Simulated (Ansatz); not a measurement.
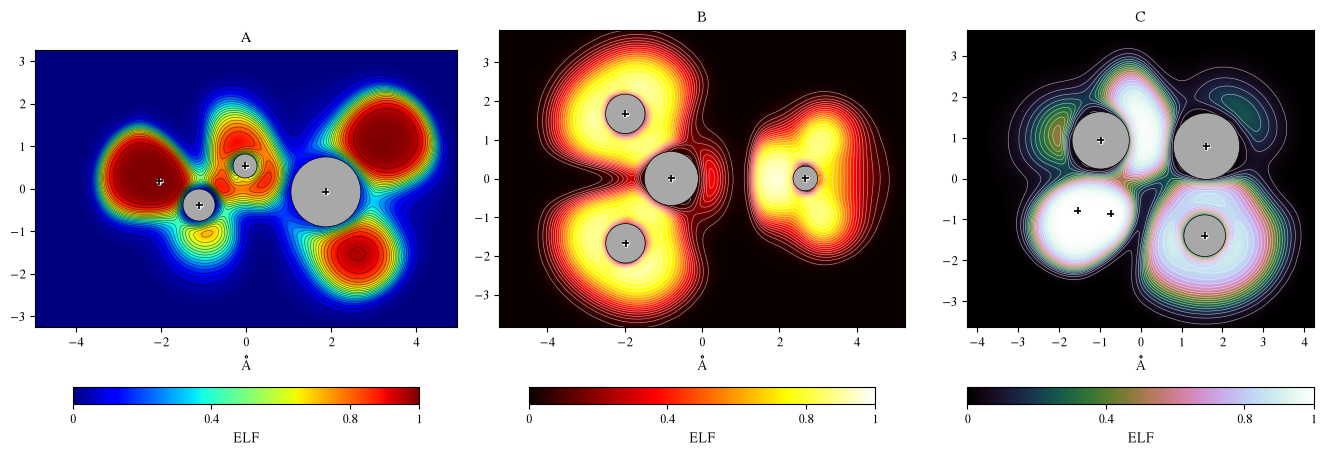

The electron localisation function of 3 systems, each on a plane through atoms (crosses mark nuclei in the plane; grey discs cover the cores).

These are results of Ansatz 0.2.0, RKS PBE0-D4/def2-TZVPP, not measurements.

System 1: Cl$_{2}$H$_{2}$Si···NH$_{3}$, the plane of atoms Cl3, Si1 and Cl4. The reactant side of a reaction path; geometry: PBE0-D4/def2-TZVP.

```xyz
9

Si   -0.7408   -1.3899   -0.0156
H     0.6848   -1.2813    0.3263
Cl   -0.9051   -2.6305   -1.6398
Cl   -1.7083   -2.2333    1.5832
H    -1.4228   -0.1287   -0.3409
H     1.8741    1.5956    0.2783
N     0.8967    1.6624    0.0213
H     0.4617    2.3011    0.6764
H     0.8599    2.1047   -0.8893
```

System 2: AlClH$_{4}$Si···H$_{2}$, the plane of atoms Si2, Al1 and Cl6. The product side of a reaction path; geometry: PBE0-D4/def2-TZVP.

```xyz
9

Al   -1.5991    0.2031   -0.2833
Si    0.8627   -0.5808   -0.4431
H    -1.8463    0.9888   -1.6394
H    -2.3988   -1.1105    0.1073
H     0.9498    0.5176    0.9889
Cl   -1.1555    1.5007    1.4195
H     1.9766    0.0198   -1.2385
H     1.7104    0.2497    0.9236
H     1.5001   -1.7883    0.1653
```

System 3: CH$_{8}$GeO, the plane of atoms O7, C8 and H9. A transition-state structure; geometry: PBE0-D4/def2-TZVP.

```tsv
atom	x (Å)	y (Å)	z (Å)
Ge	-0.5059	0.7810	-1.0711
H	1.4157	0.7196	-1.1388
H	-0.5297	0.6968	-2.6032
H	-0.3686	2.1978	-0.4907
H	-1.8836	0.2461	-0.5749
H	1.2143	-0.1150	-0.4634
O	0.3330	-0.7344	-0.0629
C	0.1260	-0.9085	1.3295
H	0.5750	-1.8524	1.6431
H	0.5705	-0.0875	1.9018
H	-0.9466	-0.9437	1.5307
```

**Which map belongs to which system?**

Panel A is system 3, CH$_{8}$GeO: the plane holds Ge, O, C and H. C–O (1.42 Å): the ELF peaks at about 0.90 between the atoms; a shared but strongly polarised pair. Panel B is system 1, Cl$_{2}$H$_{2}$Si···NH$_{3}$: the plane holds Si, Cl and N. Si1···N7 (3.46 Å): the ELF dips to about 0.05 between them: a weak contact between the two molecules. Panel C is system 2, AlClH$_{4}$Si···H$_{2}$: the plane holds Al, Si, H and Cl. Si2···H5 (1.81 Å): the ELF climbs to about 1 towards the hydrogen, as it does in any bond to H.
